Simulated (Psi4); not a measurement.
# InH3F− ([InFH3]-) at CCSD/def2-SVP (Cholesky decomposition, core potential, Cholesky for correlation)

What is the energy difference between two shapes of InH3F− ([InFH3]-) at CCSD/def2-SVP (Cholesky decomposition, core potential, Cholesky for correlation)? 

Program for the calculation: Psi4 1.11.

3 further runs of the same task are left out: 3 set aside as unsound or not needed.

### 1 Starting point

The species is InH3F− (5 atoms), meant as a singlet with charge -1. SMILES: `[H][In-]([H])([H])[F]`. Geometry: a GFN2-xTB relaxation, a rough one for these elements and not checked as a minimum.

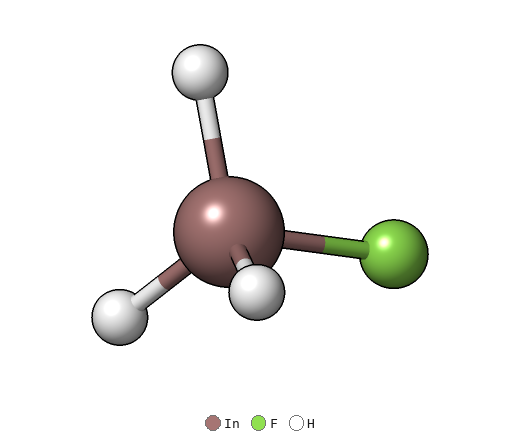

The structure, seen from a chosen angle (indium brown, fluorine green, hydrogen white).

### 2 The energy at CCSD/def2-SVP (Cholesky decomposition, core potential, Cholesky for correlation)

job.inp

```
memory 1.6 GB

molecule geom {
  -1 1
  In
  F 1 r2
  H 1 r3 2 a3
  H 1 r4 3 a4 2 d4
  H 1 r5 4 a5 3 d5

  r2 = 2.018039
  r3 = 1.70503
  a3 = 105.39075
  r4 = 1.704007
  a4 = 113.58781
  d4 = 114.7587
  r5 = 1.706055
  a5 = 113.0464
  d5 = -131.00635
  no_reorient
  no_com
}

set globals {
  basis           def2-SVP
  reference       rhf
  scf_type        cd
  num_frozen_docc 5
  cc_type         cd
}

E, wfn = energy("ccsd", return_wfn=True)
```

On the command line:

```console
$ psi4 -n 1 job.inp job.out
```

job.out:

```text
[...]
    !!!  WARNING: ECP capability is in beta. Please check occupations closely.  !!!
[...]
  Running in c1 symmetry.
[...]
  Nuclear repulsion =   74.489250879147463
[...]
  Multiplicity = 1
[...]
  Nalpha       = 17
  Nbeta        = 17
[...]
    Number of basis functions: 55
[...]
   @RHF iter   1:  -290.24457691391439   -1.73711e+00   8.31409e-03 ADIIS/DIIS
[...]
   @RHF iter  10:  -290.32418242500086   -1.08002e-12   2.50027e-09 DIIS
[...]
    Orbital Energies [Eh]
    ---------------------
    Doubly Occupied:
       1A    -25.954052     2A     -5.150242     3A     -3.406874
       4A     -3.406506     5A     -3.406493     6A     -1.205098
       7A     -0.799838     8A     -0.799750     9A     -0.795938
      10A     -0.790119    11A     -0.790083    12A     -0.394369
      13A     -0.330826    14A     -0.330813    15A     -0.290766
      16A     -0.195447    17A     -0.194626
[...]
  @RHF Final Energy:  -290.32418242500086
   => Energetics <=
    Nuclear Repulsion Energy =             74.4892508791474626
    One-Electron Energy =                -633.1431900714187577
    Two-Electron Energy =                 268.3297567672704531
    Total Energy =                       -290.3241824250008563
[...]
 Multipole Moments:
 ------------------------------------------------------------------------------------
     Multipole            Electronic (a.u.)      Nuclear  (a.u.)        Total (a.u.)
 ------------------------------------------------------------------------------------
 L = 1.  Multiply by 2.5417464519 to convert [e a0] to [Debye]
 Dipole X            :         -0.0197701            0.0116970           -0.0080730
 Dipole Y            :          0.0258934           -0.0161058            0.0097876
 Dipole Z            :        -15.6678416           14.9347087           -0.7331329
 Magnitude           :                                                    0.7332427
[...]
      * MP2 total energy:                  -290.630067428128
[...]
      * CCSD total energy:                 -290.653681600571
[...]
```

Run time: 2.5 s. Hardware: 1 thread of Intel Xeon 6975P-C (Granite Rapids), shared host; peak memory 0.21 GiB.

### 3 The distorted shape

fh3in.dat

```
memory 1.6 GB

molecule {
  -1 1
  In
  F 1 2.220929
  H 1 1.930042 2 91.71306
  H 1 1.657249 3 111.95201 2 104.2635
  H 1 1.424923 4 126.32908 3 -136.75274
  units angstrom
  no_reorient
  no_com
}

set globals {
  reference rhf
  scf_type cd
  num_frozen_docc 5
  cc_type cd
}

E, wfn = energy('ccsd/def2-SVP', return_wfn=True)
print_variables()
```

On the command line:

```console
$ psi4 -n 1 fh3in.dat fh3in.out
```

fh3in.out:

```text
[...]
    !!!  WARNING: ECP capability is in beta. Please check occupations closely.  !!!
[...]
  Running in c1 symmetry.
[...]
  Nuclear repulsion =   70.596263761952599
[...]
  Multiplicity = 1
[...]
  Nalpha       = 17
  Nbeta        = 17
[...]
    Number of basis functions: 55
[...]
   @RHF iter   1:  -290.18596126831676   -1.69592e+00   8.55721e-03 DIIS/ADIIS
[...]
   @RHF iter  10:  -290.27100859295109   -5.45697e-12   5.69439e-09 DIIS
[...]
    Orbital Energies [Eh]
    ---------------------
    Doubly Occupied:
       1A    -25.919045     2A     -5.170430     3A     -3.428647
       4A     -3.425643     5A     -3.423890     6A     -1.156285
       7A     -0.832103     8A     -0.817176     9A     -0.811088
      10A     -0.808930    11A     -0.807323    12A     -0.391499
      13A     -0.293225    14A     -0.290765    15A     -0.274764
      16A     -0.227430    17A     -0.172179
[...]
  @RHF Final Energy:  -290.27100859295109
   => Energetics <=
    Nuclear Repulsion Energy =             70.5962637619525992
    One-Electron Energy =                -625.2337009398710279
    Two-Electron Energy =                 264.3664285849673092
    Total Energy =                       -290.2710085929510910
[...]
 Multipole Moments:
 ------------------------------------------------------------------------------------
     Multipole            Electronic (a.u.)      Nuclear  (a.u.)        Total (a.u.)
 ------------------------------------------------------------------------------------
 L = 1.  Multiply by 2.5417464519 to convert [e a0] to [Debye]
 Dipole X            :          0.5786208           -0.3350155            0.2436053
 Dipole Y            :         -2.0528090            1.1790788           -0.8737302
 Dipole Z            :        -18.7913731           17.2737239           -1.5176492
 Magnitude           :                                                    1.7680517
[...]
      * MP2 total energy:                  -290.580435697864
[...]
      * CCSD total energy:                 -290.604286639265
[...]
```

Wall time 2.6 s (1 thread of Intel Xeon 6975P-C (Granite Rapids), shared host); peak memory 0.21 GiB.

### 4 Results

Level: CCSD/def2-SVP (Cholesky decomposition, core potential, Cholesky for correlation), 5 core orbitals frozen.

| quantity | value |
| --- | --- |
| first shape: total energy | -290.65368 Eh |
| first shape: HOMO energy (Hartree–Fock orbitals) | -5.30 eV |
| first shape: LUMO energy (Hartree–Fock orbitals) | 7.55 eV |
| first shape: HOMO–LUMO gap (to an unbound level, set by the basis) | 12.84 eV |
| first shape: correlation energy (5 core orbitals frozen) | -329.5 mEh |
| first shape: T1 diagnostic | 0.011 |
| distorted shape: total energy | -290.60429 Eh |
| distorted shape: HOMO energy (Hartree–Fock orbitals) | -4.69 eV |
| distorted shape: LUMO energy (Hartree–Fock orbitals) | 7.11 eV |
| distorted shape: HOMO–LUMO gap (to an unbound level, set by the basis) | 11.80 eV |
| distorted shape: correlation energy (5 core orbitals frozen) | -333.3 mEh |
| distorted shape: T1 diagnostic | 0.013 |
| energy change with the atoms displaced | 1.344 eV |

What this shows: With the atoms displaced the energy rises by 1.34 eV (31 kcal/mol). The first shape isn't relaxed at this level, so the change isn't measured from a minimum.
